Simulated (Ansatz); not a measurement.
Run report: CH₆ClNOSi₂, nudged elastic band (part 1 of 2)

The run: nudged elastic band of CH₆ClNOSi₂. Method and program: RKS BHLYP-D4/def2-SVP (Ansatz 0.2.0).

The run did not end well. It belongs to a series of runs on one base structure; here: band between the two ends.

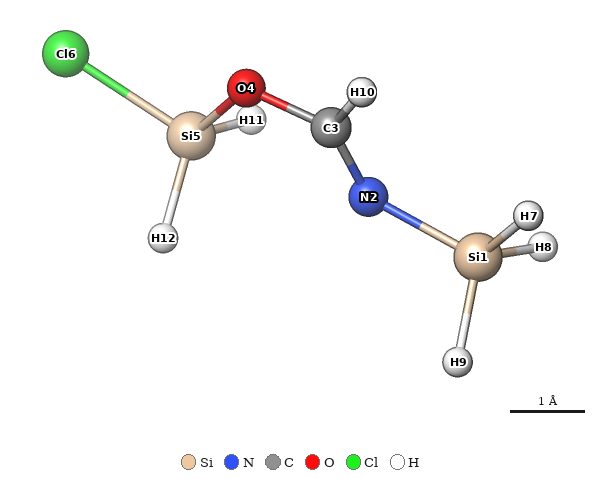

The structure as given in the input (ball-and-stick view, seen at a tilt; atoms are numbered from 1 in the order of the input). Bond lengths as drawn: Cl–Si 2.06 Å, C–H 1.10 Å, C–N 1.25 Å, C–O 1.32 Å, H–Si 1.47 to 1.49 Å, N–Si 1.74 Å and O–Si 1.70 Å.

Input:
```yaml
crystal:
  periodic: [false, false, false]
  atoms:
    - { symbol: Si, position_ang: [-0.395558, -2.258336, 0.30589] }
    - { symbol: "N", position_ang: [-0.080168, -0.567766, 0.066258] }
    - { symbol: C, position_ang: [0.665948, -0.037433, -0.789052] }
    - { symbol: O, position_ang: [0.815127, 1.276642, -0.859672] }
    - { symbol: Si, position_ang: [-0.059155, 2.203839, 0.260003] }
    - { symbol: Cl, position_ang: [0.457814, 4.134192, -0.219635] }
    - { symbol: H, position_ang: [0.349619, -3.091019, -0.67621] }
    - { symbol: H, position_ang: [-1.844462, -2.503129, 0.147284] }
    - { symbol: H, position_ang: [0.014668, -2.633687, 1.675373] }
    - { symbol: H, position_ang: [1.259867, -0.557872, -1.550587] }
    - { symbol: H, position_ang: [-1.501088, 2.048544, 0.047692] }
    - { symbol: H, position_ang: [0.394488, 1.930725, 1.626755] }
basis:
  gaussian: { orbitals: def2-SVP }
hamiltonian:
  xc: { name: BHLYP }
  dispersion: d4
neb:
  order_check: false
  images: 7
  f_tol: 0.05
  max_iterations: 50
  final_atoms:
    - { symbol: Si, position_ang: [-0.12889122, -2.51714345, 0.0382422] }
    - { symbol: "N", position_ang: [-0.07228275, -0.74623357, 0.03301088] }
    - { symbol: C, position_ang: [1.04950411, -0.17662734, -0.39207911] }
    - { symbol: O, position_ang: [1.01394039, 1.14744057, -0.36012024] }
    - { symbol: Si, position_ang: [0.02680871, 2.43341124, 0.00730005] }
    - { symbol: Cl, position_ang: [1.09727009, 4.12385618, -0.40747192] }
    - { symbol: H, position_ang: [0.04137046, -3.04449794, -1.32728078] }
    - { symbol: H, position_ang: [-1.48118415, -2.8478736, 0.54267085] }
    - { symbol: H, position_ang: [0.89471616, -3.06941949, 0.94352422] }
    - { symbol: H, position_ang: [-0.86746348, -0.19213256, 0.35046529] }
    - { symbol: H, position_ang: [-1.18186199, 2.40793649, -0.83426333] }
    - { symbol: H, position_ang: [-0.31482633, 2.42598345, 1.44010087] }
  initial_path:
    images:
      - { positions_ang: [[-0.395558, -2.258336, 0.30589], [-0.080168, -0.567766, 0.066258], [0.665948, -0.037433, -0.789052], [0.815127, 1.276642, -0.859672], [-0.059155, 2.203839, 0.260003], [0.457814, 4.134192, -0.219635], [0.349619, -3.091019, -0.67621], [-1.844462, -2.503129, 0.147284], [0.014668, -2.633687, 1.675373], [1.259867, -0.557872, -1.550587], [-1.501088, 2.048544, 0.047692], [0.394488, 1.930725, 1.626755]] }
      - { positions_ang: [[-0.37013988, -2.3260273, 0.2564759], [-0.12688209, -0.61288793, 0.06963493], [0.68545412, -0.0926332, -0.71861503], [0.88396822, 1.22536525, -0.79550803], [-0.03732183, 2.21452901, 0.18362111], [0.58175955, 4.10868621, -0.29415551], [0.18953949, -3.05481814, -0.83394756], [-1.76886653, -2.60065657, 0.30421145], [0.22711, -2.71722927, 1.46627988], [0.98323464, -0.3056119, -1.05387926], [-1.4515126, 2.10101401, -0.13784295], [0.2807569, 2.00496984, 1.58782409]] }
      - { positions_ang: [[-0.34472175, -2.3937186, 0.2070618], [-0.17359619, -0.65800986, 0.07301185], [0.70496025, -0.14783341, -0.64817807], [0.95280944, 1.1740885, -0.73134406], [-0.01548866, 2.22521902, 0.10723922], [0.7057051, 4.08318042, -0.36867601], [0.02945998, -3.01861728, -0.99168511], [-1.69327105, -2.69818414, 0.4611389], [0.43955199, -2.80077155, 1.25718675], [0.70660229, -0.05335181, -0.55717153], [-1.40193721, 2.15348402, -0.32337791], [0.1670258, 2.07921467, 1.54889318]] }
      - { positions_ang: [[-0.31930363, -2.4614099, 0.15764769], [-0.22031028, -0.70313179, 0.07638878], [0.72446637, -0.20303361, -0.5777411], [1.02165065, 1.12281175, -0.66718009], [0.00634451, 2.23590904, 0.03085733], [0.82965065, 4.05767463, -0.44319652], [-0.13061952, -2.98241643, -1.14942267], [-1.61767558, -2.79571171, 0.61806634], [0.65199399, -2.88431382, 1.04809363], [0.42996993, 0.19890829, -0.06046379], [-1.35236181, 2.20595403, -0.50891286], [0.0532947, 2.15345951, 1.50996226]] }
      - { positions_ang: [[-0.29388551, -2.52910119, 0.10823359], [-0.26702437, -0.74825371, 0.07976571], [0.7439725, -0.25823381, -0.50730414], [1.09049187, 1.07153501, -0.60301612], [0.02817769, 2.24659905, -0.04552456], [0.95359621, 4.03216884, -0.51771702], [-0.29069903, -2.94621557, -1.30716023], [-1.5420801, -2.89323927, 0.77499379], [0.86443598, -2.9678561, 0.83900051], [0.15333758, 0.45116838, 0.43624394], [-1.30278641, 2.25842403, -0.69444782], [-0.0604364, 2.22770435, 1.47103135]] }
      - { positions_ang: [[-0.25263693, -2.52611176, 0.09073574], [-0.21833897, -0.74774868, 0.068077], [0.8203554, -0.23783219, -0.47849788], [1.071354, 1.0905114, -0.54229215], [0.02783544, 2.2933021, -0.03231841], [0.98951468, 4.05509067, -0.49015575], [-0.20768166, -2.97078616, -1.31219037], [-1.52685612, -2.88189786, 0.71691306], [0.87200603, -2.99324694, 0.86513144], [-0.10186269, 0.29034315, 0.41479928], [-1.27255531, 2.29580215, -0.7294017], [-0.12403388, 2.27727412, 1.46329873]] }
      - { positions_ang: [[-0.21138836, -2.52312232, 0.0732379], [-0.16965356, -0.74724364, 0.05638829], [0.8967383, -0.21743057, -0.44969162], [1.05221613, 1.10948779, -0.48156818], [0.0274932, 2.34000515, -0.01911225], [1.02543315, 4.07801251, -0.46259447], [-0.12466428, -2.99535675, -1.3172205], [-1.51163213, -2.87055644, 0.65883232], [0.87957607, -3.01863779, 0.89126237], [-0.35706295, 0.12951791, 0.39335462], [-1.2423242, 2.33318026, -0.76435558], [-0.18763136, 2.3268439, 1.45556611]] }
      - { positions_ang: [[-0.17013979, -2.52013288, 0.05574005], [-0.12096816, -0.74673861, 0.04469959], [0.9731212, -0.19702896, -0.42088537], [1.03307826, 1.12846418, -0.42084421], [0.02715095, 2.38670819, -0.0059061], [1.06135162, 4.10093435, -0.43503319], [-0.04164691, -3.01992734, -1.32225064], [-1.49640814, -2.85921502, 0.60075159], [0.88714612, -3.04402864, 0.91739329], [-0.61226321, -0.03130732, 0.37190995], [-1.21209309, 2.37055837, -0.79930945], [-0.25122885, 2.37641367, 1.44783349]] }
      - { positions_ang: [[-0.12889122, -2.51714345, 0.0382422], [-0.07228275, -0.74623357, 0.03301088], [1.04950411, -0.17662734, -0.39207911], [1.01394039, 1.14744057, -0.36012024], [0.02680871, 2.43341124, 0.00730005], [1.09727009, 4.12385618, -0.40747192], [0.04137046, -3.04449794, -1.32728078], [-1.48118415, -2.8478736, 0.54267085], [0.89471616, -3.06941949, 0.94352422], [-0.86746348, -0.19213256, 0.35046529], [-1.18186199, 2.40793649, -0.83426333], [-0.31482633, 2.42598345, 1.44010087]] }
```

Run on 2 threads of Arm Neoverse V1, 24 GiB of memory available, shared host.

Launch command:
```bash
ansatz run input.yaml --threads 2 --pin off --max-ram 3072MiB --backend cpu --events-out ev --progress --plain --runs-dir out
```

Log:
```
Engine: ansatz 0.2.0, aarch64-unknown-linux-gnu
Functional definition: BHLYP
  parameter a = 0.5
  exchange = (1 - a)*b88_x + a*exact_x
  correlation = lyp_c
1312 factors; integrals over basis functions are off by at most 5.9e-4 eV
mean field evaluation 1: about -32933.0809 eV, gradient 4.5e1 eV
mean field evaluation 2: about -32932.2465 eV, gradient 4.9e1 eV
mean field evaluation 4: about -32937.0041 eV, gradient 3.3e0 eV
mean field evaluation 8: about -32937.0724 eV, gradient 1.5e-1 eV
mean field evaluation 16: about -32937.0725 eV, gradient 3.2e-5 eV
mean field -32937.07249985 eV, -1210.4150888198 hartree, gradient 3.2e-5 eV, S^2 0.000000; 0 other end points of the search recorded, 0 dependent functions left out
the calculation of the forces begins
reference -32937.07271264 eV, -1210.4150966396 hartree; 36, 36 occupied and 90, 90 virtual orbitals, 1312 factors
1313 factors; integrals over basis functions are off by at most 1.1e-3 eV
mean field evaluation 32: about -32935.4168 eV, gradient 8.5e-5 eV
mean field -32935.41683122 eV, -1210.3542441200 hartree, gradient 8.5e-5 eV, S^2 0.000000; 0 other end points of the search recorded, 0 dependent functions left out
[... from here on the field's lines of each further geometry are left out, up to the last ...]
NEB iter   1: max|band force component| = 3.034e3 eV/Å  barrier→ = 378.1471 eV  barrier← = 376.4761 eV  Δτ_max = 0.2000 Å  (262 SCF iters)
NEB iter   2: max|band force component| = 3.828e2 eV/Å  barrier→ = 100.9139 eV  barrier← = 99.2430 eV  Δτ_max = 0.2000 Å  (263 SCF iters)
NEB iter   3: max|band force component| = 3.376e2 eV/Å  barrier→ = 82.9964 eV  barrier← = 81.3254 eV  Δτ_max = 0.2000 Å  (265 SCF iters)
NEB iter   4: max|band force component| = 2.162e2 eV/Å  barrier→ = 46.2149 eV  barrier← = 44.5440 eV  Δτ_max = 0.1939 Å  (259 SCF iters)
NEB iter   5: max|band force component| = 1.069e2 eV/Å  barrier→ = 24.3089 eV  barrier← = 22.6379 eV  Δτ_max = 0.1959 Å  (241 SCF iters)
NEB iter   6: max|band force component| = 1.054e2 eV/Å  barrier→ = 23.7983 eV  barrier← = 22.1273 eV  Δτ_max = 0.1035 Å  (239 SCF iters)
NEB iter   7: max|band force component| = 6.050e1 eV/Å  barrier→ = 18.2611 eV  barrier← = 16.5901 eV  Δτ_max = 0.0501 Å  (222 SCF iters)
NEB iter   8: max|band force component| = 4.590e1 eV/Å  barrier→ = 15.0571 eV  barrier← = 13.3861 eV  Δτ_max = 0.0501 Å  (237 SCF iters)
NEB iter   9: max|band force component| = 4.131e1 eV/Å  barrier→ = 13.4167 eV  barrier← = 11.7457 eV  Δτ_max = 0.1000 Å  (235 SCF iters)
NEB iter  10: max|band force component| = 2.811e1 eV/Å  barrier→ = 8.1270 eV  barrier← = 6.4561 eV  Δτ_max = 0.1957 Å  (230 SCF iters)
NEB iter  11: max|band force component| = 1.549e1 eV/Å  barrier→ = 4.3083 eV  barrier← = 2.6373 eV  Δτ_max = 0.2000 Å  (232 SCF iters)
NEB iter  12: max|band force component| = 6.583e0 eV/Å  barrier→ = 3.9547 eV  barrier← = 2.2837 eV  Δτ_max = 0.1989 Å  (231 SCF iters)
NEB iter  13: max|band force component| = 2.385e0 eV/Å  barrier→ = 4.0901 eV  barrier← = 2.4191 eV  Δτ_max = 0.1997 Å  (230 SCF iters)
NEB iter  14: max|band force component| = 1.363e0 eV/Å  barrier→ = 3.9277 eV  barrier← = 2.2567 eV  Δτ_max = 0.2000 Å  (230 SCF iters)
NEB iter  15: max|band force component| = 2.382e0 eV/Å  barrier→ = 3.6459 eV  barrier← = 1.9749 eV  Δτ_max = 0.1004 Å  (235 SCF iters)
NEB iter  16: max|band force component| = 1.157e0 eV/Å  barrier→ = 3.2823 eV  barrier← = 1.6114 eV  Δτ_max = 0.2000 Å  (232 SCF iters)
NEB iter  17: max|band force component| = 7.843e-1 eV/Å  barrier→ = 2.8017 eV  barrier← = 1.1307 eV  Δτ_max = 0.2000 Å  (235 SCF iters)
NEB iter  18: max|band force component| = 1.641e0 eV/Å  barrier→ = 2.3581 eV  barrier← = 0.6872 eV  Δτ_max = 0.1001 Å  (232 SCF iters)
NEB iter  19: max|band force component| = 1.367e0 eV/Å  barrier→ = 2.1222 eV  barrier← = 0.4513 eV  Δτ_max = 0.1039 Å  (234 SCF iters)
NEB iter  20: max|band force component| = 6.593e-1 eV/Å  barrier→ = 1.9392 eV  barrier← = 0.2682 eV  Δτ_max = 0.2000 Å  (232 SCF iters)
NEB iter  21: max|band force component| = 4.049e0 eV/Å  barrier→ = 2.1051 eV  barrier← = 0.4341 eV  Δτ_max = 0.1004 Å  (234 SCF iters)
NEB iter  22: max|band force component| = 7.264e-1 eV/Å  barrier→ = 1.8269 eV  barrier← = 0.1560 eV  Δτ_max = 0.2000 Å  (234 SCF iters)
NEB iter  23: max|band force component| = 1.009e0 eV/Å  barrier→ = 1.8837 eV  barrier← = 0.2127 eV  Δτ_max = 0.1008 Å  (232 SCF iters)
NEB iter  24: max|band force component| = 2.936e-1 eV/Å  barrier→ = 1.8714 eV  barrier← = 0.2004 eV  CI = image 3  Δτ_max = 0.2000 Å  (229 SCF iters)
NEB iter  25: max|band force component| = 5.866e-1 eV/Å  barrier→ = 1.7911 eV  barrier← = 0.1201 eV  CI = image 3  Δτ_max = 0.1002 Å  (225 SCF iters)
NEB iter  26: max|band force component| = 6.788e-1 eV/Å  barrier→ = 1.7586 eV  barrier← = 0.0876 eV  CI = image 3  Δτ_max = 0.1004 Å  (225 SCF iters)
NEB iter  27: max|band force component| = 7.297e-1 eV/Å  barrier→ = 1.7244 eV  barrier← = 0.0534 eV  CI = image 3  Δτ_max = 0.2000 Å  (228 SCF iters)
NEB iter  28: max|band force component| = 9.650e-1 eV/Å  barrier→ = 1.7076 eV  barrier← = 0.0366 eV  CI = image 5  Δτ_max = 0.1728 Å  (227 SCF iters)
NEB iter  29: max|band force component| = 4.605e-1 eV/Å  barrier→ = 1.6992 eV  barrier← = 0.0282 eV  CI = image 5  Δτ_max = 0.1993 Å  (232 SCF iters)
NEB iter  30: max|band force component| = 7.996e-1 eV/Å  barrier→ = 1.6877 eV  barrier← = 0.0168 eV  CI = image 5  Δτ_max = 0.1003 Å  (230 SCF iters)
NEB iter  31: max|band force component| = 4.317e-1 eV/Å  barrier→ = 1.6821 eV  barrier← = 0.0112 eV  CI = image 5  Δτ_max = 0.1002 Å  (231 SCF iters)
NEB iter  32: max|band force component| = 3.113e-1 eV/Å  barrier→ = 1.6799 eV  barrier← = 0.0089 eV  CI = image 5  Δτ_max = 0.1004 Å  (230 SCF iters)
NEB iter  33: max|band force component| = 4.115e-1 eV/Å  barrier→ = 1.6758 eV  barrier← = 0.0048 eV  CI = image 5  Δτ_max = 0.0502 Å  (225 SCF iters)
NEB iter  34: max|band force component| = 4.393e-1 eV/Å  barrier→ = 1.6730 eV  barrier← = 0.0020 eV  CI = image 5  Δτ_max = 0.0250 Å  (232 SCF iters)
NEB iter  35: max|band force component| = 3.447e-1 eV/Å  barrier→ = 1.6716 eV  barrier← = 0.0006 eV  CI = image 5  Δτ_max = 0.0250 Å  (236 SCF iters)
NEB iter  36: max|band force component| = 2.562e-1 eV/Å  barrier→ = 1.6703 eV  barrier← = -0.0006 eV  CI = image 5  Δτ_max = 0.0502 Å  (227 SCF iters)
NEB iter  37: max|band force component| = 2.497e-1 eV/Å  barrier→ = 1.6679 eV  barrier← = -0.0031 eV  CI = image 5  Δτ_max = 0.1004 Å  (226 SCF iters)
NEB iter  38: max|band force component| = 2.343e-1 eV/Å  barrier→ = 1.6641 eV  barrier← = -0.0069 eV  CI = image 5  Δτ_max = 0.1008 Å  (225 SCF iters)
NEB iter  39: max|band force component| = 1.237e0 eV/Å  barrier→ = 1.6621 eV  barrier← = -0.0089 eV  CI = image 6  Δτ_max = 0.0503 Å  (231 SCF iters)
NEB iter  40: max|band force component| = 4.580e-1 eV/Å  barrier→ = 1.6624 eV  barrier← = -0.0085 eV  CI = image 5  Δτ_max = 0.1007 Å  (217 SCF iters)
NEB iter  41: max|band force component| = 1.199e0 eV/Å  barrier→ = 1.6674 eV  barrier← = -0.0036 eV  CI = image 6  Δτ_max = 0.1995 Å  (227 SCF iters)
NEB iter  42: max|band force component| = 1.879e-1 eV/Å  barrier→ = 1.6615 eV  barrier← = -0.0095 eV  CI = image 6  Δτ_max = 0.2000 Å  (229 SCF iters)
NEB iter  43: max|band force component| = 2.881e-1 eV/Å  barrier→ = 1.6608 eV  barrier← = -0.0102 eV  CI = image 6  Δτ_max = 0.1000 Å  (229 SCF iters)
NEB iter  44: max|band force component| = 3.264e-1 eV/Å  barrier→ = 1.6614 eV  barrier← = -0.0096 eV  CI = image 6  Δτ_max = 0.0500 Å  (225 SCF iters)
NEB iter  45: max|band force component| = 2.834e-1 eV/Å  barrier→ = 1.6612 eV  barrier← = -0.0098 eV  CI = image 6  Δτ_max = 0.0502 Å  (226 SCF iters)
NEB iter  46: max|band force component| = 2.051e-1 eV/Å  barrier→ = 1.6611 eV  barrier← = -0.0099 eV  CI = image 6  Δτ_max = 0.0501 Å  (221 SCF iters)
NEB iter  47: max|band force component| = 1.719e-1 eV/Å  barrier→ = 1.6609 eV  barrier← = -0.0101 eV  CI = image 6  Δτ_max = 0.0501 Å  (215 SCF iters)
NEB iter  48: max|band force component| = 1.950e-1 eV/Å  barrier→ = 1.6606 eV  barrier← = -0.0103 eV  CI = image 6  Δτ_max = 0.0250 Å  (213 SCF iters)
NEB iter  49: max|band force component| = 1.539e-1 eV/Å  barrier→ = 1.6603 eV  barrier← = -0.0107 eV  CI = image 6  Δτ_max = 0.0250 Å  (207 SCF iters)
the calculation of the forces begins
reference -32935.42237325 eV, -1210.3544477860 hartree; 36, 36 occupied and 90, 90 virtual orbitals, 1312 factors
these checks for a lower state are left out or cut short: starts, cluster_reference, orbital_swaps, neighbouring_geometries, increment
1313 factors; integrals over basis functions are off by at most 1.1e-3 eV
mean field -32935.78374637 eV, -1210.3677280031 hartree, gradient 1.4e-5 eV, S^2 0.000000; 0 other end points of the search recorded, 0 dependent functions left out
the calculation of the forces begins
reference -32935.78396838 eV, -1210.3677361617 hartree; 36, 36 occupied and 90, 90 virtual orbitals, 1313 factors
NEB iter  50: max|band force component| = 1.186e-1 eV/Å  barrier→ = 1.6600 eV  barrier← = -0.0110 eV  CI = image 6  Δτ_max = 0.0250 Å  (221 SCF iters)
```

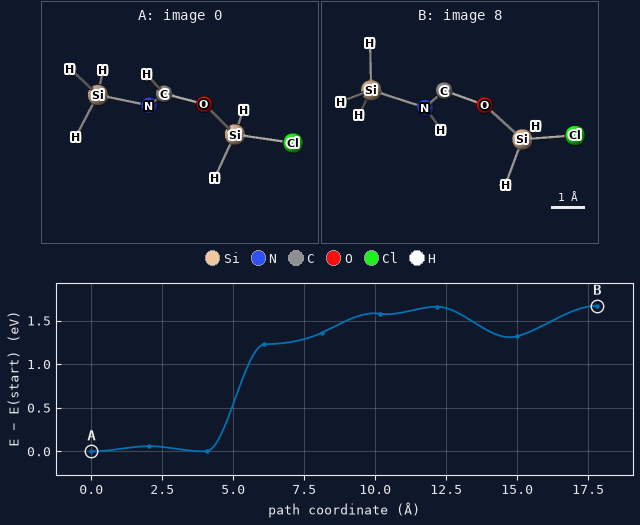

Images of the last band (counted from 0; ball-and-stick, seen at a tilt) above the energy along the path; the line is a cubic interpolation that uses the forces. No image lies above both ends; the end is 1.671 eV above the start. The path is 17.81 Å long. The band had not converged after 50 iterations.
